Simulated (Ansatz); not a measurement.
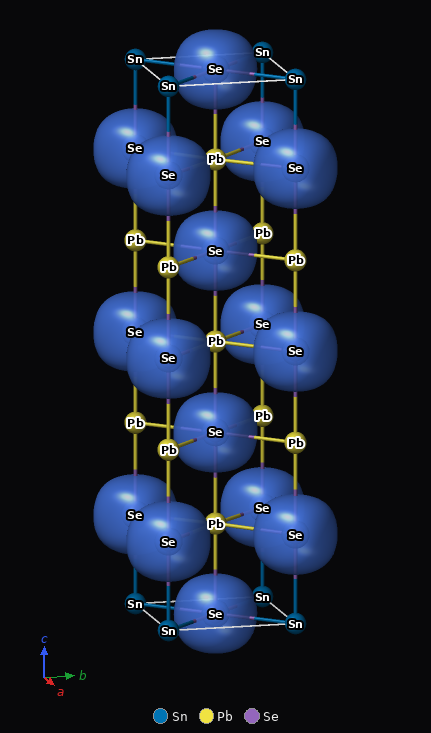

The picture shows: SnPb$_{5}$Se$_{6}$. Isosurface of the electron localisation function at 0.55 (blue), seen slightly off an axis. Only the valence region is drawn (cores and ρ < 0.01 e/Å³ removed). Sticks mark near contacts.

Space group P4/mmm; a structure generated by program, which may or may not match a known phase; computed pressure about −4 GPa in this cell.

These are results of DFT LDA, scalar-relativistic, plane waves, PAW (Ansatz 0.2.0), not measurements.

```
Sn Pb Se
1.0
     4.37954    0.00000    0.00000
     0.00000    4.37954    0.00000
     0.00000    0.00000   18.58142
Sn Pb Se
1 5 6
Cartesian
  0.0000 0.0000 0.0000
  2.1898 2.1898 15.5075
  0.0000 0.0000 12.4053
  2.1898 2.1898 9.2907
  0.0000 0.0000 6.1761
  2.1898 2.1898 3.0739
  0.0000 0.0000 15.5422
  2.1898 2.1898 12.3959
  0.0000 0.0000 9.2907
  2.1898 2.1898 6.1856
  0.0000 0.0000 3.0392
  2.1898 2.1898 0.0000
```

Question: What do the ELF domains correspond to?

Answer: The ELF exceeds this value in six regions wrapped around Se (the valence shell of each), counted in one cell of 12 atoms. Regions shared between cells count once.

Values along the shortest contacts:
Sn–Se (3.04 Å): the ELF is about 0.35 at the midpoint. Pb–Se (3.07 Å): the ELF is about 0.30 at the midpoint.
